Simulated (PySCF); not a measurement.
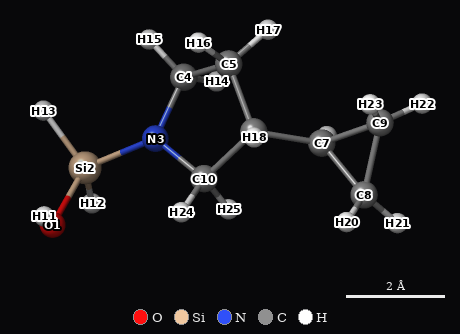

Starting structure of C7H15NOSi. Style: ball-and-stick. Shown at a tilt.

The start comes from GFN2-xTB. Its atoms were then displaced at random by about 0.01 Å.

Computed with PBE0-D3(BJ)/def2-SVP geometry optimisation, gas phase in PySCF 2.14.0, density-fitted response routines.

```xyz
25

O     3.6364    0.3237   -1.7315
Si    3.2342   -0.4996   -0.4003
N     1.6339   -0.0896    0.1033
C     1.1540   -0.3580    1.4191
C    -0.0743    0.5827    1.5018
C    -0.6557    0.5646    0.0840
C    -1.8372   -0.3635   -0.0001
C    -2.8224   -0.2109   -1.1202
C    -3.2227    0.1711    0.3020
C     0.5206    0.0504   -0.7726
H     3.5292    1.2967   -1.7355
H     3.4663   -1.8520   -0.8883
H     4.0578   -0.1430    0.7366
H     0.7663   -1.4015    1.5166
H     1.8730   -0.1901    2.1855
H     0.2802    1.6053    1.7650
H    -0.8003    0.2906    2.2553
H    -0.9671    1.5668   -0.2204
H    -1.6354   -1.3786    0.3347
H    -2.7086    0.5817   -1.8282
H    -3.2874   -1.1078   -1.5516
H    -3.9110   -0.4815    0.8074
H    -3.3167    1.2275    0.4887
H     0.7717    0.7471   -1.5950
H     0.2673   -0.9200   -1.2377
```

> Predict the outcome.

After 13 geometry steps the energy has fallen by 28.7 kJ/mol. H11 moves most after the best rigid fit: 0.84 Å. By element the largest moves are H 0.84 Å, O 0.60 Å, N 0.27 Å, C 0.23 Å, Si 0.08 Å. Some distances before and after: O1–Si2 1.616 → 1.670 Å, Si2–H13 1.448 → 1.495 Å, C4–H15 1.064 → 1.101 Å, Si2–H12 1.456 → 1.490 Å. Bond angles that change, for instance: Si2–N3–C4 122.4° → 127.6°, Si2–O1–H11 118.9° → 115.1°, N3–Si2–H12 117.8° → 114.2°. Cost: 8.6 min on 1 thread of Arm Neoverse V1, with other jobs on the host.

Step by step:

```csv
step,"E − E(0), kJ/mol"
0,0.00
1,-24.35
2,-25.78
3,-26.61
4,-27.23
5,-27.74
6,-28.11
7,-28.32
8,-28.40
9,-28.47
10,-28.53
11,-28.62
12,-28.69
13,-28.71
```

Final geometry:

```xyz
25

O     3.6958    0.8301   -1.4145
Si    3.2459   -0.4769   -0.4773
N     1.6095   -0.3527    0.0448
C     1.1097   -0.3909    1.4026
C     0.0092    0.6650    1.3876
C    -0.6376    0.4875    0.0015
C    -1.8796   -0.3689    0.0444
C    -2.8936   -0.2923   -1.0577
C    -3.2209    0.2459    0.3060
C     0.4844   -0.1604   -0.8550
H     3.5769    1.6901   -1.0003
H     3.5092   -1.6237   -1.3905
H     4.0412   -0.5980    0.7833
H     0.6847   -1.3835    1.6613
H     1.9089   -0.1840    2.1309
H     0.4694    1.6623    1.4678
H    -0.7197    0.5598    2.2049
H    -0.9176    1.4682   -0.4161
H    -1.7181   -1.3662    0.4724
H    -2.7161    0.4293   -1.8609
H    -3.3810   -1.2136   -1.3865
H    -3.9373   -0.2997    0.9255
H    -3.2645    1.3325    0.4270
H     0.7769    0.4704   -1.7100
H     0.1166   -1.1181   -1.2731
```

After the run, drawn alike:

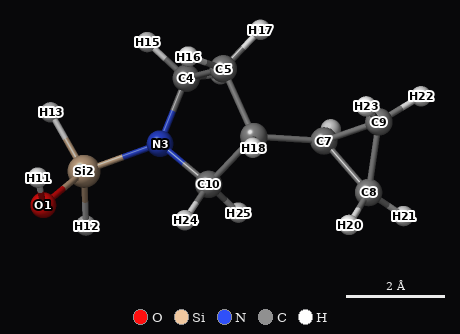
